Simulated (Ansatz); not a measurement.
## Electronic structure of AlH$_{6}$NOSi in real space

```xyz
10

Al   -0.1091    0.9110    1.1275
Si    0.7683   -1.0791   -1.1551
N    -0.3885   -0.1398   -0.2853
H     1.3313    1.0658    1.7308
O    -1.3747    1.7665    1.8564
H     0.4493   -2.5346   -1.1293
H     0.8601   -0.6783   -2.5876
H     2.0885   -0.8632   -0.5085
H    -1.3339   -0.2093   -0.6392
H    -2.2911    1.7610    1.5902
```

The product side of a reaction path; geometry: PBE0-D4/def2-TZVP.

The calculation used Ansatz 0.2.0, RKS PBE0-D4/def2-TZVPP.

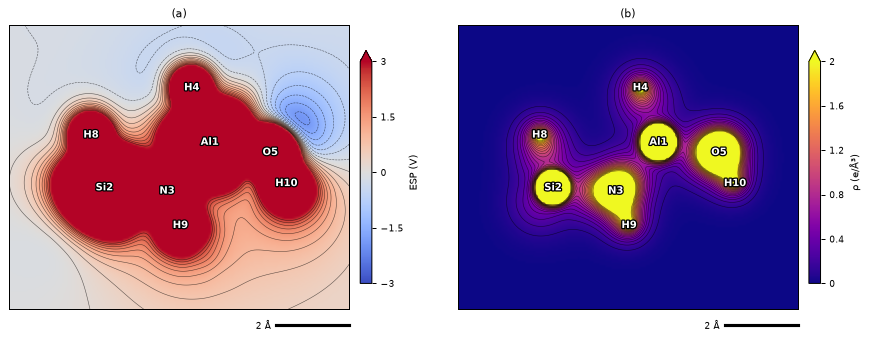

Figure 1. (a) electrostatic potential; (b) electron density on the plane of atoms Al1, O5 and H10.

Interpret the plot.

Atoms in the plane: Al, Si, N, H and O.
Al–O (1.69 Å): ρ is about 0.91 e/Å³ halfway.
Si–N (1.73 Å): ρ is about 1.1 e/Å³ halfway.
Al–N (1.78 Å): ρ is about 0.84 e/Å³ halfway.
O–H (0.95 Å): ρ at the midpoint is about 3.8 e/Å³.
N–H (1.01 Å): ρ at the midpoint is about 2.8 e/Å³.
Outside the dense part of the molecule the potential is most negative (−1.9 V) near O5.

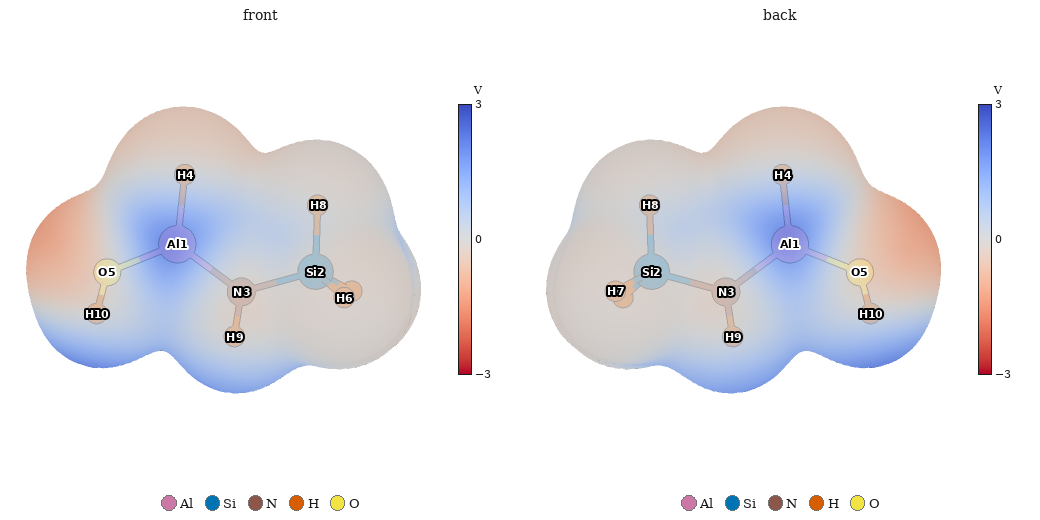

Figure 2. The molecular electrostatic potential painted on the density surface at 0.001 e/bohr³, seen from the front and from behind; the colour scale runs from red (negative) to blue (positive).

Describe the electrostatic potential map.

The most negative region (about −1.3 V) lies over O5, the most positive (about +2.0 V) over Al1 and H10. O5 is the likeliest acceptor of a hydrogen bond.

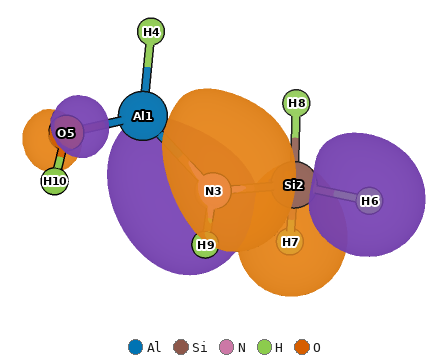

Figure 3. The HOMO at ±0.08 Å⁻³ᐟ² (orange and purple are the two phases), seen at a tilt.

Where does this orbital lie, and at what energy?

It lies mainly on N3 (about 50 %), Si2 (about 15 %), H6 (about 10 %) and H7 (about 10 %). Its energy is −7.69 eV.
